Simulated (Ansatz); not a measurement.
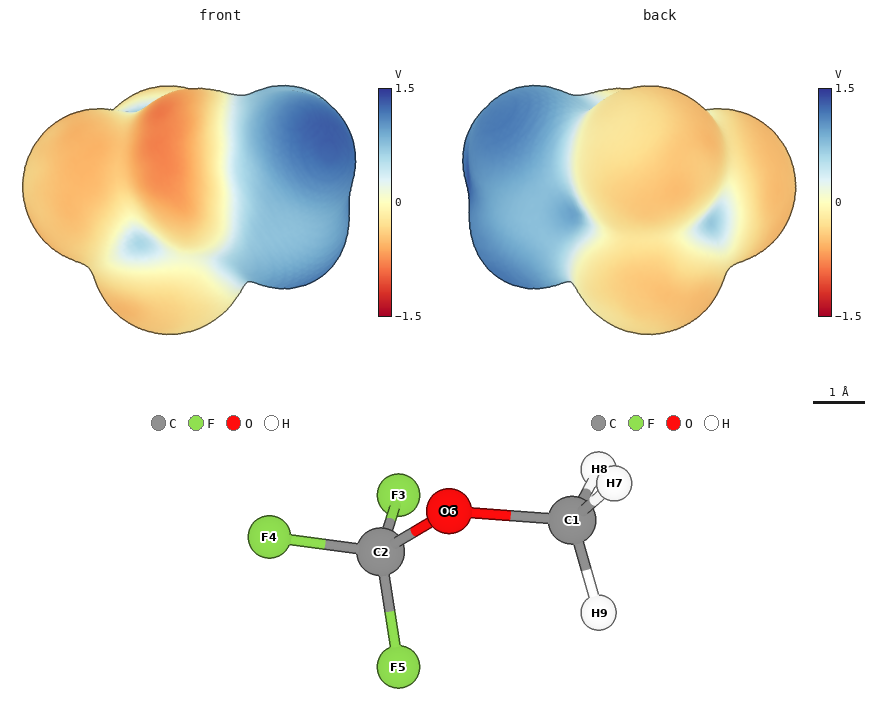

Figure 1: C2H3F3O. The electrostatic potential painted on the density surface at 0.002 e/bohr³, seen from the front and from behind; the colour scale runs from red (negative) to blue (positive). The bare structure is drawn below in the same view.

Geometry: PBE-D3(BJ)/def2-SVP.

Method: isolated molecule in a Gaussian basis; Kohn-Sham density functional theory, functional PBE0 in Ansatz 0.2.0.

Input

```
basis:
  gaussian: {orbitals: def2-SVPD}
crystal:
  periodic: [false, false, false]
  atoms:
    - {symbol: C, position_ang: [-1.680697, -1.081706, -0.867540]}
    - {symbol: C, position_ang: [-1.005188, -2.213160, 1.084109]}
    - {symbol: F, position_ang: [-0.941945, -1.079767, 1.831666]}
    - {symbol: F, position_ang: [-0.078797, -3.066640, 1.528104]}
    - {symbol: F, position_ang: [-2.232414, -2.752329, 1.309150]}
    - {symbol: O, position_ang: [-0.773679, -1.983238, -0.223660]}
    - {symbol: H, position_ang: [-1.348300, -1.010764, -1.917958]}
    - {symbol: H, position_ang: [-1.642846, -0.078125, -0.396077]}
    - {symbol: H, position_ang: [-2.718912, -1.471112, -0.830683]}
output: {forces: true, orbitals: {seedname: orbitals}}
hamiltonian: {xc: {name: PBE0}}
```

Launched as:

```sh
ansatz run input.yaml --threads 2 --pin off --max-ram 4350MiB --events-out events.jsonl --progress --plain --runs-dir runs
```

Describe the electrostatic potential map.

The most negative region (about −0.8 V, or −18 kcal/mol for a unit charge) lies over O6, the most positive (about +1.3 V, or +30 kcal/mol for a unit charge) over C1 and H7.

What dipole moment does the calculation give?

Its dipole moment is 2.51 D.
